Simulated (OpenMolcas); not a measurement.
**CH5GaO2 (SMILES [CH3][Ga]([OH])[OH]) at 6 levels**

Aim: a comparison of 6 runs (HF/STO-3G, HF/3-21G, B3LYP/6-31G*, PBE/cc-pVDZ, PBE0/cc-pVDZ, SVWN5/cc-pVDZ) of CH5GaO2. 

The calculation is run with OpenMolcas 26.06.

1 further run of the same task is left out (set aside as unsound or not needed).

## (1) The system as given

CH5GaO2 has 9 atoms, charge 0, and is taken as a singlet. SMILES: `[CH3][Ga]([OH])[OH]`. One bond was lengthened or shortened from a relaxed shape.

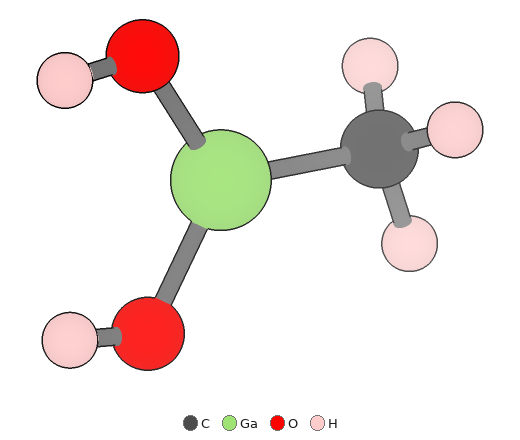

The structure, seen from a chosen angle (carbon dark grey, gallium green, oxygen red, hydrogen pink).

## (2) The energy at HF/STO-3G (run 1)

File mol.xyz:

```xyz
9

C      0.121452     0.848032    -1.263735
Ga    -0.040348    -0.072968     0.436765
O      0.219852    -1.840068     0.565065
O     -0.453748     0.814232     1.936665
H      0.259800     0.024500    -2.197900
H      0.987252     1.512332    -1.246235
H     -0.764648     1.457332    -1.446935
H      0.123152    -2.207068     1.445465
H     -0.508748     0.277032     2.728865
```

File calc.inp:

```
&GATEWAY
 BASLIB = $CurrDir
 COORD = mol.xyz
 BASIS = STO-3G
 GROUP = NoSym

&SEWARD

&SCF
 THRESHOLDS = 1e-10 1e-07 1e-07 1e-05
 PRORBITALS = 1
```

The basis set STO-3G is read from a file made from the Basis Set Exchange's data (not shown).

Launch:

```bash
$ export MOLCAS_MEM=1860
$ pymolcas calc.inp > calc.log
```

What it wrote:

```text
--- Start Module: gateway ---
[...]
--- Stop Module: gateway /rc=_RC_ALL_IS_WELL_ ---
--- Start Module: seward ---
[...]
      Basis functions           38
--- Stop Module: seward /rc=_RC_ALL_IS_WELL_ ---
[...]
--- Start Module: scf ---
[...]
       Convergence after  16 Iterations
[...]
::    Total SCF energy                              -2088.8875981692
[...]
      Total spin, S                                     0.0000000000
[...]
      Total electronic charge=   58.000000
      Total            charge=   -0.000000
[...]
      Dipole Moment (debye):
      Origin of the operator (angstrom)=   -0.0421   -0.0864    0.4598
                   X= -9.8553E-02               Y= -5.2906E-01               Z=  1.1237E+00           Total=  1.2459E+00
      Quadrupole Moment (debye*angstrom):
[...]
--- Stop Module: scf /rc=_RC_ALL_IS_WELL_ ---
[...]
```

It took 2.8 s on 1 thread of Intel Xeon Platinum 8259CL at 2.50GHz (Skylake/Cascade Lake), shared host; peak memory 0.37 GiB.

## (3) A single-point energy at HF/3-21G (run 2)

File struct.xyz:

```xyz
9

C      0.121452     0.848032    -1.263735
Ga    -0.040348    -0.072968     0.436765
O      0.219852    -1.840068     0.565065
O     -0.453748     0.814232     1.936665
H      0.259800     0.024500    -2.197900
H      0.987252     1.512332    -1.246235
H     -0.764648     1.457332    -1.446935
H      0.123152    -2.207068     1.445465
H     -0.508748     0.277032     2.728865
```

File job.input:

```
* CH5GaO2 Hartree-Fock

&GATEWAY
 BASLIB=$CurrDir
 COORD=struct.xyz
 BASIS=3-21G
 GROUP=NoSym

&SEWARD

&SCF
 THRESHOLDS=1e-10 1e-07 1e-07 1e-05
 PRORBITALS=1 1
```

The basis set 3-21G is read from a file made from the Basis Set Exchange's data (not shown).

Launch:

```bash
$ export MOLCAS_MEM=1860
$ pymolcas job.input > job.log
```

What it wrote:

```text
--- Start Module: gateway ---
[...]
--- Stop Module: gateway /rc=_RC_ALL_IS_WELL_ ---
--- Start Module: seward ---
[...]
      Basis functions           59
--- Stop Module: seward /rc=_RC_ALL_IS_WELL_ ---
[...]
--- Start Module: scf ---
[...]
       Convergence after  13 Iterations
[...]
::    Total SCF energy                              -2103.3798507598
[...]
      Total spin, S                                     0.0000000000
[...]
      Total electronic charge=   58.000000
      Total            charge=   -0.000000
[...]
      Dipole Moment (debye):
      Origin of the operator (angstrom)=   -0.0421   -0.0864    0.4598
                   X= -1.1787E-01               Y= -5.9570E-01               Z=  1.3710E+00           Total=  1.4995E+00
      Quadrupole Moment (debye*angstrom):
[...]
--- Stop Module: scf /rc=_RC_ALL_IS_WELL_ ---
[...]
```

It took 4.2 s on 1 thread of Intel Xeon Platinum 8259CL at 2.50GHz (Skylake/Cascade Lake), shared host; peak memory 0.39 GiB.

Runs 3 to 5 aren't shown in full; the table further down has their settings and results.

## (4) A single-point energy at SVWN5/cc-pVDZ (run 6)

File test.inp:

```
* CH5GaO2 Kohn-Sham DFT
>>> EXPORT MOLCAS_PRINT=2

&GATEWAY
 BasLib = $CurrDir
 Coord
 9
 bohr
 C      0.22951102     1.60254822    -2.38811304
 Ga    -0.07624667    -0.13788954     0.82536623
 O      0.41546007    -3.47722457     1.06781809
 O     -0.85745945     1.53867548     3.65976645
 H      0.49095085     0.04629829    -4.15342905
 H      1.86563590     2.85789329    -2.35504284
 H     -1.44497530     2.75395835    -2.73431087
 H      0.23272355    -4.17075406     2.73153297
 H     -0.96139439     0.52351461     5.15680748
 Basis = cc-pVDZ
 Group = NoSym

&SEWARD
 GridInput
 Grid=UltraFine
 End of Grid

&SCF
 KSDFT = SVWN5
 Thresholds = 1e-10 1e-07 1e-07 1e-05
 PrOrbitals = 0
```

The basis set cc-pVDZ is read from a file made from the Basis Set Exchange's data (not shown).

Launch:

```bash
$ export MOLCAS_MEM=1860
$ pymolcas test.inp > test.log
```

What it wrote:

```text
--- Start Module: gateway ---
[...]
--- Stop Module: gateway /rc=_RC_ALL_IS_WELL_ ---
--- Start Module: seward ---
[...]
      Basis functions           94
--- Stop Module: seward /rc=_RC_ALL_IS_WELL_ ---
[...]
--- Start Module: scf ---
[...]
       Convergence after  16 Iterations
[...]
::    Total KS-DFT energy                           -2111.9550267376
[...]
      Total spin, S                                     0.0000000000
[...]
      Total electronic charge=   58.000000
      Total            charge=   -0.000000
[...]
      Dipole Moment (debye):
      Origin of the operator (angstrom)=   -0.0421   -0.0864    0.4598
                   X= -5.7870E-02               Y= -3.5026E-01               Z=  7.7192E-01           Total=  8.4965E-01
      Quadrupole Moment (debye*angstrom):
[...]
--- Stop Module: scf /rc=_RC_ALL_IS_WELL_ ---
[...]
```

Wall time 33 s (1 thread of Intel Xeon Platinum 8259CL at 2.50GHz (Skylake/Cascade Lake), shared host); peak memory 0.52 GiB.

## (5) All runs side by side

| run | level | Cartesian functions | integration grid | energy (Eh) | dipole moment (D) | HOMO energy (eV) | LUMO energy (eV) | wall time |
| --- | --- | --- | --- | --- | --- | --- | --- | --- |
| 1 | HF/STO-3G | no | – | -2088.887598 | 1.25 | -7.21 | 6.41 | 2.8 s |
| 2 | HF/3-21G | no | – | -2103.379851 | 1.50 | -11.73 | 2.98 | 4.2 s |
| 3 | B3LYP/6-31G* (Cartesian functions) | yes | UltraFine | -2116.230189 | 0.86 | -7.88 | -0.52 | 37 s |
| 4 | PBE/cc-pVDZ | no | UltraFine | -2115.928135 | 0.81 | -6.43 | -0.81 | 50 s |
| 5 | PBE0/cc-pVDZ | no | UltraFine | -2115.977835 | 0.78 | -8.19 | 0.11 | 40 s |
| 6 | SVWN5/cc-pVDZ | no | UltraFine | -2111.955027 | 0.85 | -6.60 | -1.00 | 33 s |

## (6) Outcome

| quantity | value |
| --- | --- |
| run 6: total energy | -2111.95503 Eh |
| run 6: dipole moment | 0.85 D |
| run 6: HOMO energy | -6.60 eV |
| run 6: LUMO energy | -1.00 eV |
| run 6: HOMO–LUMO gap | 5.60 eV |

The dipole moment (its size) runs from 0.78 D (PBE0/cc-pVDZ) to 1.50 D (HF/3-21G). The two ends differ in method and basis. The HOMO–LUMO gap runs from 5.60 eV (SVWN5/cc-pVDZ) to 14.71 eV (HF/3-21G). Totals of different functionals can't be ranked against each other. In run 1 the basis is minimal, so the values are rough. All runs together took 2.8 min, the longest 50 s.
